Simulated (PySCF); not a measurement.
NMR shielding calculation, with input and output: C₆H₁₂OSi₂

C₆H₁₂OSi₂, computed with GIAO PBE0/pcSseg-1 NMR shielding, non-relativistic, gas phase (PySCF 2.14.0).

The geometry comes from this level: GFN2-xTB. It belongs to a series of runs on one base structure; here: H on Si replaced by vinyl. Figures and captions count atoms from 1; the log counts them from 0 in places.

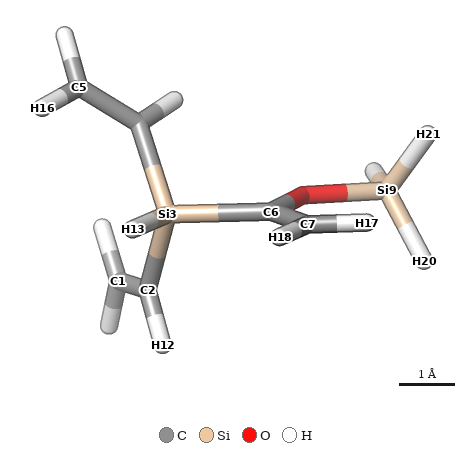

**Figure 1.** The structure as given in the input (stick view, seen at a tilt; atoms are numbered from 1 in the order of the input).

## The input
```
{"job": {"kind": "nmr", "xc": "PBE0", "basis": "pcSseg-1"}, "charge": 0, "multiplicity": 1}
C     -2.437385    -1.135603    -1.133120
C     -1.779672    -1.214297     0.013439
Si    -0.827135     0.206842     0.814527
C     -0.970728     1.764382    -0.237123
C     -1.747947     2.800053     0.037117
C      1.003431    -0.306072     0.824321
C      1.765780    -0.507972     1.888874
O      1.445845    -0.462015    -0.451672
Si     2.834481    -0.976861    -1.114089
H     -2.948863    -1.980904    -1.569325
H     -2.495732    -0.213577    -1.689182
H     -1.756900    -2.169350     0.526781
H     -1.292131     0.426256     2.192603
H     -0.364239     1.798742    -1.135331
H     -1.802728     3.672696    -0.597053
H     -2.369266     2.822955     0.918016
H      2.797495    -0.811779     1.806859
H      1.367597    -0.367563     2.876136
H      2.474712    -0.864848    -2.519895
H      3.134390    -2.350776    -0.705209
H      3.960075    -0.113365    -0.747146
```

The first line tells a small driver script what to run in PySCF; the rest is the geometry in Å.

Machine: 1 CPU thread, shared host.

Launched with:
```bash
OMP_NUM_THREADS=1 python <driver script> task.json out
```

## What the program printed
```
coarse grid: 18296 points
cycle   1  E = -889.1743934048  dE =  9.387e-01  |g| = 7.151e-01  |ddm| = 4.175e+00
cycle   2  E = -889.0791064107  dE =  9.529e-02  |g| = 1.012e+00  |ddm| = 1.325e+00
cycle   3  E = -889.2751507382  dE = -1.960e-01  |g| = 1.663e-01  |ddm| = 9.049e-01
cycle   4  E = -889.2804683020  dE = -5.318e-03  |g| = 5.066e-02  |ddm| = 1.618e-01
cycle   5  E = -889.2809938044  dE = -5.255e-04  |g| = 2.353e-02  |ddm| = 5.733e-02
cycle   6  E = -889.2811316311  dE = -1.378e-04  |g| = 3.779e-03  |ddm| = 2.109e-02
cycle   7  E = -889.2811345894  dE = -2.958e-06  |g| = 1.331e-03  |ddm| = 4.096e-03
final grid: 166776 points
cycle   8  E = -889.3458822262  dE = -2.840e-05  |g| = 1.105e-02  |ddm| = 2.656e-02
cycle   9  E = -889.3458580494  dE =  2.418e-05  |g| = 1.579e-02  |ddm| = 1.839e-02
cycle  10  E = -889.3459074000  dE = -4.935e-05  |g| = 2.158e-03  |ddm| = 1.142e-02
cycle  11  E = -889.3459084649  dE = -1.065e-06  |g| = 2.962e-04  |ddm| = 1.978e-03
cycle  12  E = -889.3459084774  dE = -1.243e-08  |g| = 1.724e-04  |ddm| = 3.354e-04
cycle  13  E = -889.3459084847  dE = -7.331e-09  |g| = 3.926e-05  |ddm| = 1.609e-04
cycle  14  E = -889.3459084850  dE = -3.472e-10  |g| = 1.543e-05  |ddm| = 5.136e-05
```

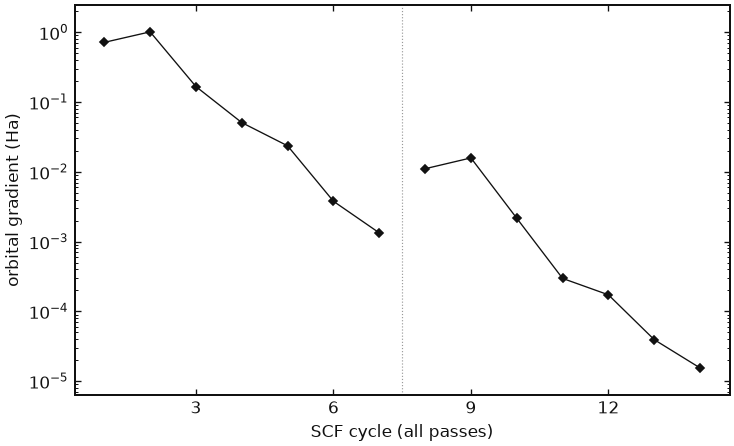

**Figure 2.** Convergence of the self-consistent field: orbital gradient against the SCF cycle. The dotted line marks the change from a coarse to the final integration grid. The first 7 cycles use a coarse grid, the final grid takes over at cycle 8, and the field converges after 14 cycles in all.

```
converged SCF energy = -889.3459084850

GIAO shielding tensors (ppm)
atom      isotropic    diamagn.    paramagn.     s11        s22        s33       span
  0 C       42.744     254.344    -211.601    -83.915     43.925    168.221    252.137
  1 C       44.211     262.820    -218.608    -72.466     32.359    172.741    245.208
  2 Si     379.774     883.960    -504.186    356.856    381.683    400.784     43.929
  3 C       46.911     263.635    -216.724    -72.948     34.993    178.690    251.638
  4 C       42.432     252.494    -210.063    -85.197     47.774    164.719    249.915
  5 C       15.883     258.306    -242.423    -97.293     36.943    107.999    205.292
  6 C       80.255     257.749    -177.495    -26.356    110.131    156.990    183.347
  7 O      231.453     404.647    -173.194    139.125    212.267    342.968    203.844
  8 Si     395.285     882.125    -486.840    355.747    361.243    468.866    113.119
  9 H       25.190      28.949      -3.759     22.009     24.870     28.692      6.683
 10 H       25.591      32.940      -7.349     22.007     24.688     30.078      8.071
 11 H       25.274      31.884      -6.610     22.832     25.389     27.601      4.769
 12 H       26.949      31.213      -4.264     24.219     25.474     31.154      6.936
 13 H       24.998      35.337     -10.339     22.045     24.382     28.566      6.521
 14 H       25.108      28.904      -3.797     21.589     24.590     29.144      7.555
 15 H       25.468      30.459      -4.992     21.520     24.791     30.093      8.573
 16 H       26.758      31.764      -5.006     23.309     25.205     31.761      8.452
 17 H       26.736      31.841      -5.105     24.784     25.121     30.305      5.521
 18 H       26.887      30.853      -3.966     22.883     26.088     31.691      8.808
 19 H       26.770      30.114      -3.344     23.770     24.899     31.640      7.869
 20 H       26.691      30.010      -3.319     23.753     24.674     31.647      7.895
```

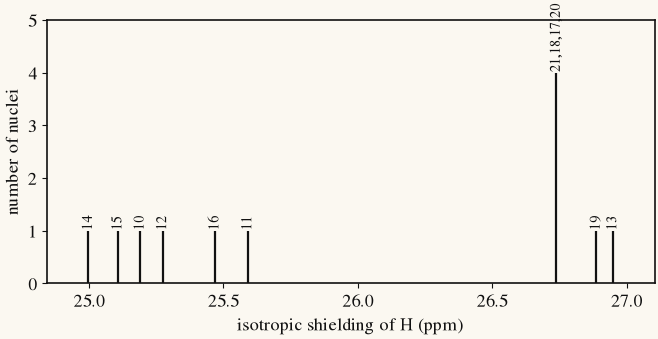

**Figure 3.** Isotropic shieldings of the hydrogen nuclei in this fixed geometry, labelled by atom number; shielding grows to the right, so chemical shift grows to the left. The least shielded is H14 (25.0 ppm), the most shielded H13 (26.9 ppm).

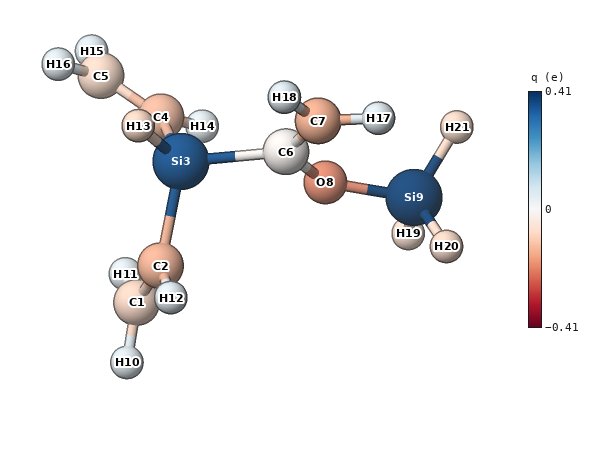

**Figure 4.** Hirshfeld charges, as the colour of each atom (ball-and-stick view, seen at a tilt; atoms are numbered from 1 in the order of the input). By element: C −0.14 to −0.01, Si +0.35 to +0.39, O −0.19 and H −0.08 to +0.05 e.

## Key numbers

- outcome: converged
- total energy: −889.345908 hartree
- HOMO: −7.04 eV
- LUMO: −0.47 eV
- dipole moment: 0.32 D
- isotropic shielding, C: 15.9 to 80.3 ppm
- isotropic shielding, Si: 379.8 to 395.3 ppm
- isotropic shielding, O: 231.5 ppm
- isotropic shielding, H: 25.0 to 26.9 ppm
- wall time: 84 s
- peak memory: 1 GiB
